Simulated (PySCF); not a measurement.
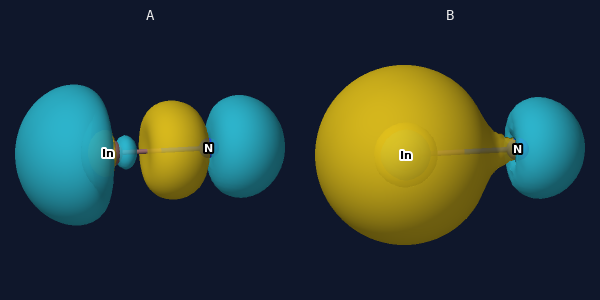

*InN (triplet). Two frontier β-spin orbitals, each drawn at the value that holds 80 % of its norm (yellow and cyan are the two phases), in no order; of a degenerate pair one member is drawn.*

Core potentials replace the inner electrons of In.

These are results of PySCF, PBE0/def2-SVPD, non-relativistic Hamiltonian with scalar-relativistic core potentials where named, at a bond length of 2.238 Å, not measurements.

Label each orbital by symmetry, say whether it is occupied, and order them by energy.

Orbital B: σ, occupied in this spin, −9.23 eV; mainly on In (75 %).
Orbital A: σ, occupied in this spin, −5.45 eV; shared between the atoms (In 40 %, N 60 %).
